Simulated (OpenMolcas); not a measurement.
Energy and gradient calculation of C₂F₄ (charge −1) (part 4 of 4)

The same run, continued: C₂F₄, charge −1, multiplicity 2; BLYP/6-31G, UKS (OpenMolcas 26.06). The geometry is that of the parent species in another charge or spin state. The geometry comes from this level: PBE0-D4/def2-TZVP.

### Output, continued
```
 **************************************************
 *              Molecular gradients               *
 **************************************************

  Irreducible representation: a
 ------------------------------------------------------------------------------------------
                              X                       Y                       Z
 ------------------------------------------------------------------------------------------
  F1               -9.20916312404003E-02    4.55279842818843E-02    7.04589760838505E-02
  C2               -6.95435643925917E-03    2.23867123562972E-02   -1.25533285937217E-03
  F3                5.23265792289127E-02    8.24931516834653E-02   -7.71920450146233E-02
  C4                7.02105986831478E-03   -2.24079865551466E-02    1.18504735072135E-03
  F5               -5.23563686041637E-02   -8.25214849139595E-02    7.72038883121873E-02
  F6                9.20547171865884E-02   -4.54783768525413E-02   -7.04005338728049E-02
 ------------------------------------------------------------------------------------------

--- Stop Module: alaska /rc=_RC_ALL_IS_WELL_ ---
--- Module alaska spent 1 second ---

.##################.
.# Happy landing! #.
.##################.

    Timing: Wall=4.83 User=4.00 System=0.83
```

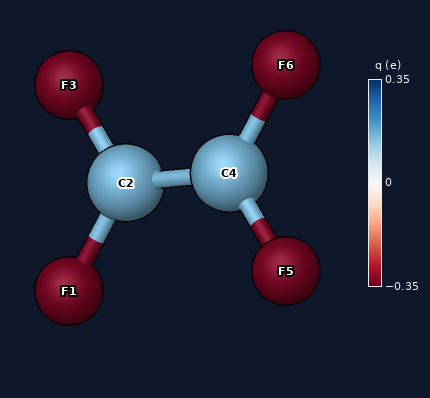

**Figure 1.** Mulliken charges, as the colour of each atom (ball-and-stick view, seen at a tilt; atoms are numbered from 1 in the order of the input). By element: F −0.33 and C +0.17 e.

This output came from the following input.

### Input file
```
* C2F4 Kohn-Sham DFT
&gateway
baslib = $CurrDir
coord
6
bohr
F      2.20946778    -2.14389429    -1.33792610
C      0.38266954    -1.20980266     0.04856596
F     -0.63778257    -2.87351755     1.57281905
C     -0.35602440     1.16936253    -0.07766774
F      0.66423873     2.83326638    -1.60173186
F     -2.18301162     2.10345415     1.30882431
basis = 6-31G
group = NoSym
&seward
gridinput
Grid=SG1Grid
End of Grid
&scf
uhf
charge = -1
spin = 2
ksdft = BLYP
prorbitals = 0
&alaska
```

Launched with:
```bash
export MOLCAS_MEM=1860
pymolcas job.inp > job.log
```

### Summary

- outcome: converged
- total energy: −475.192750 hartree
- basis functions: 54
- largest force: 6.406 eV/Å
- ⟨S²⟩: 0.752
- hardware: 1 thread of Arm Neoverse V1, 24 GiB of memory available, shared host
- wall time: 5.1 s
- peak memory: 0.39 GiB
